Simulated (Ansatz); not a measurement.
**C3H3AlN2: how energies converge with the basis set**

How large a basis does C3H3AlN2 need? Two functionals are run in growing sets.

Method: one geometry, several basis sets; program: Ansatz 0.2.0, Gaussian basis.

Plan: PBE0-D4/def2-SVP; ωB97M-V/def2-SVP; PBE0-D4/def2-QZVPP; ωB97M-V/def2-QZVPP; the functionals' def2-TZVPP values are taken from earlier runs.

### Step 1. The relaxed structure

The geometry comes from an earlier relaxation with PBE0-D4/def2-TZVP; it is a stationary point, not always the lowest conformer.

SMILES `[CH3][Al]([C]#N)[C]#N`, 9 atoms, charge 0, spin multiplicity 1.

Atoms are counted from 1 here; the program's logs count them from 0.

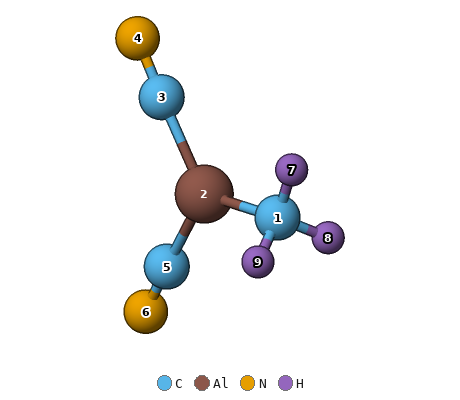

The structure; carbon blue, aluminium brown, nitrogen amber, hydrogen purple; atoms are numbered from 1 in the order of the file.

### Step 2. PBE0-D4 in def2-SVP

The input, in.yaml:

```yaml
crystal:
  periodic: [false, false, false]
  atoms:
    - {symbol: C, position_ang: [-1.005639, -0.788550, 0.841580]}
    - {symbol: Al, position_ang: [0.275468, 0.180727, -0.212288]}
    - {symbol: C, position_ang: [2.003902, -0.514704, -0.701182]}
    - {symbol: N, position_ang: [3.029152, -0.969374, -0.971443]}
    - {symbol: C, position_ang: [-0.067080, 1.954798, -0.880722]}
    - {symbol: N, position_ang: [-0.312642, 3.015809, -1.261298]}
    - {symbol: H, position_ang: [-0.635443, -1.770883, 1.140368]}
    - {symbol: H, position_ang: [-1.936388, -0.926786, 0.282781]}
    - {symbol: H, position_ang: [-1.262929, -0.227335, 1.745102]}
basis:
  gaussian: {orbitals: def2-SVP}
hamiltonian: {xc: pbe0, dispersion: d4}
output: {orbitals: {seedname: orbitals}}
```

Run with:

```
> ansatz run in.yaml --threads 4 --pin off --events-out ev --progress --plain --max-ram 10444MiB
```

After this run come: ωB97M-V in def2-SVP; PBE0-D4 in def2-QZVPP; ωB97M-V in def2-QZVPP.

**Question.** What will the summary of the whole plan be? Wanted: PBE0-D4: double and triple zeta above quadruple; ωB97M-V: double and triple zeta above quadruple.

**Answer**, as computed:

```
                                       quantity           value
PBE0-D4: double and triple zeta above quadruple   9.86, 0.52 eV
ωB97M-V: double and triple zeta above quadruple  10.08, 0.49 eV
```

What this shows: For PBE0-D4 the step from double to triple zeta gains 9.34 eV and the next only 0.52 eV. These are total energies; as a rule much of such shifts cancels in differences, which this series doesn't test.
